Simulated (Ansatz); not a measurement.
**ClFSi₃: density, localisation and related maps**

Input

```
basis:
  gaussian: {orbitals: def2-TZVPD}
crystal:
  periodic: [false, false, false]
  atoms:
    - {symbol: Cl, position_ang: [-0.835082, 0.232951, 2.358155]}
    - {symbol: F, position_ang: [1.009097, 2.888401, -2.111176]}
    - {symbol: Si, position_ang: [0.078165, 1.746117, -1.390609]}
    - {symbol: Si, position_ang: [-1.479027, 0.047366, -1.782867]}
    - {symbol: Si, position_ang: [-0.656159, 0.695731, 0.329620]}
hamiltonian: {xc: pbe0}
output: {forces: true, orbitals: {seedname: orbitals}}
```

Launched as:

```sh
ansatz run input.yaml --threads 1 --pin off --max-ram 2610MiB --events-out events.jsonl --progress --plain --runs-dir runs
```

Geometry: BLYP-D3(BJ)/def2-SVP.

All numbers below come from isolated molecule in a Gaussian basis; Kohn-Sham density functional theory, functional PBE0 in Ansatz 0.2.0.

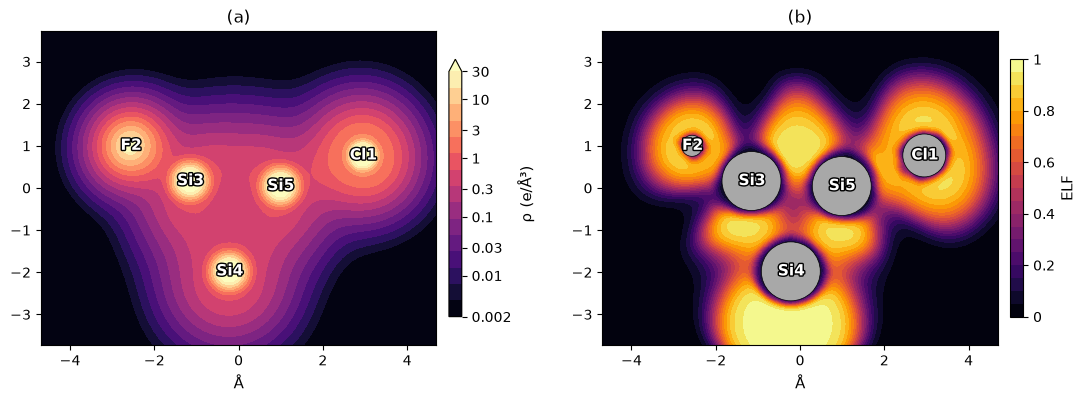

Figure 1. (a) electron density; (b) electron localisation function on the molecular plane. Grey discs cover the atomic cores in the ELF map.

### Describe what can be read from this map.

Atoms in the plane: Cl, F and Si. Si–F (1.64 Å): ρ is about 1.1 e/Å³ halfway; the ELF peaks at about 0.80 in the valence shell of F, 0.6 Å from its nucleus, and is about 0.50 at the midpoint. Si–Cl (2.09 Å): the density is about 0.84 e/Å³ at the midpoint; the ELF peaks at about 0.85 between the atoms: a polar covalent bond. Si–Si (2.15 Å): ρ is about 0.58 e/Å³ halfway; the ELF peaks at about 0.65 between the atoms. Si–Si (2.34 Å): ρ at the midpoint is about 0.55 e/Å³; the ELF peaks at about 0.80 between the atoms (localised, covalent bonding). The ELF also peaks beside Si4, Cl1 and F2, away from the bonds: lone-pair regions.

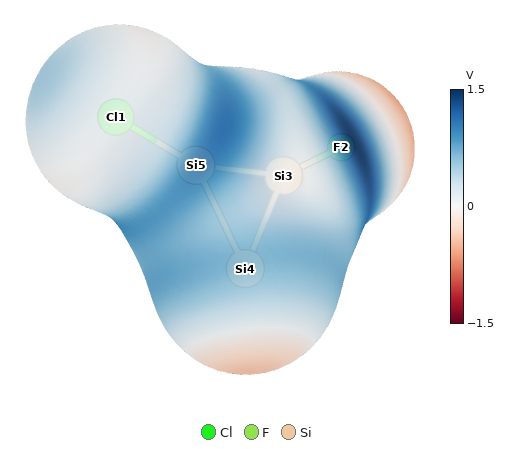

Figure 2. The molecular electrostatic potential painted on the density surface at 0.002 e/bohr³, seen at a tilt; the colour scale runs from red (negative) to blue (positive).

### Which sites attract a positive test charge, and which a negative one?

A positive charge is drawn to the negative regions and a negative charge to the positive ones. The most negative region (about −0.6 V) lies over F2, the most positive (about +1.4 V) over Si3. Cl1 shows a σ-hole: about +0.5 V at the tip opposite its bond, against about 0.0 V on its flanks.

### How polar is the molecule by this calculation?

Its dipole moment is 0.34 D.

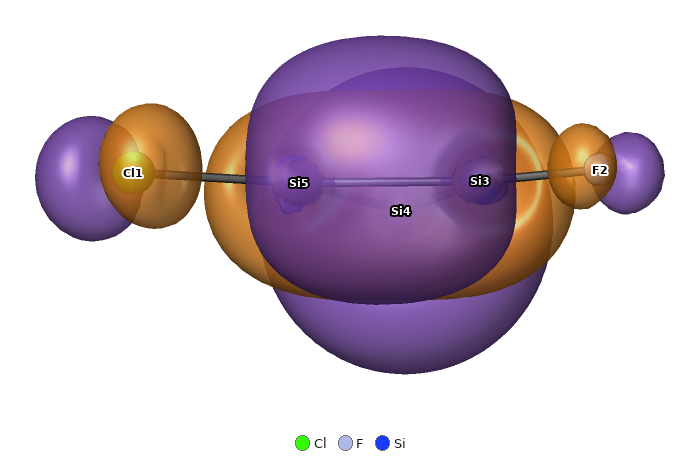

Figure 3. The HOMO at ±0.06 Å⁻³ᐟ² (orange and purple are the two phases), seen from one side.

### Where does this orbital lie, and at what energy?

Its weight (Hirshfeld) is mainly on Si4 (about 50 %), Si5 (about 25 %) and Si3 (about 20 %); it is symmetric in the molecular plane (an in-plane orbital: σ, lone-pair or in-plane π type). Its energy is −6.39 eV.
